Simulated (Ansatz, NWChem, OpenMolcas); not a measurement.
**Strength of the Mg–S bond: MgSH → HS + Mg**

Species: MgSH `[Mg][SH]`, doublet; HS, doublet; Mg atom, singlet. 

Shapes, held fixed at every level: PBE0-D4/def2-TZVP. Programs: Ansatz 0.2.0, NWChem 7.3.0, OpenMolcas 26.06. A level may come from different programs for different species; with the same settings they agree closely. The zero-point and thermal change to 298 K, harmonic and unscaled (PBE0-D4/def2-TZVP), is -1.7 kJ/mol.

| level | kind | ΔH(298 K) (kJ/mol) | less CCSD(T)/def2-TZVPP |
| --- | --- | --- | --- |
| HF/def2-TZVPP | Hartree–Fock | +155.1 | -30.1 |
| PBE-D4/def2-TZVPP | GGA | +212.3 | +27.1 |
| r2SCAN-D4/def2-TZVPP | meta-GGA | +224.5 | +39.3 |
| B3LYP/6-31G* (spherical functions) | global hybrid | +179.8 | -5.4 |
| r2SCAN0-D4/def2-TZVPP | global hybrid | +216.5 | +31.3 |
| B2PLYP/def2-TZVPP | double hybrid | +190.2 | +5.0 |
| MP2/def2-TZVPP | perturbation theory | +213.1 | +27.9 |
| CCSD(T)/def2-TZVPP | coupled cluster or CI | +185.2 | 0.0 |

The highest level, CCSD(T)/def2-TZVPP, gives ΔH(298 K) = +185.2 kJ/mol; the levels span +155.1 to +224.5. A fragment pairs its electrons up again, so this isn't a typical strength of such a bond. The column of differences is taken from that level and isn't an error. No measured value is set beside it here. Open shells run unrestricted unless RO is named. Correlated rows may include outer-core shells of Mg, which these sets cover unevenly.

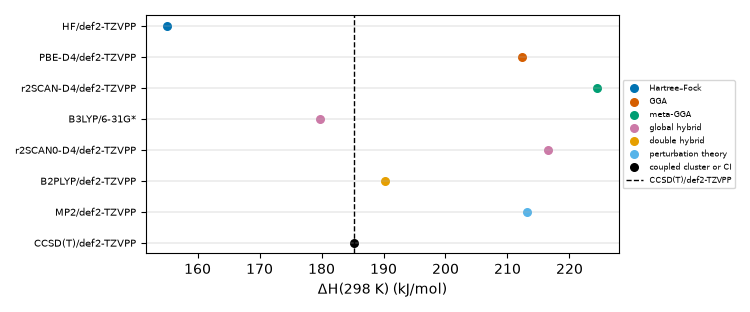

The values of the table, level by level.
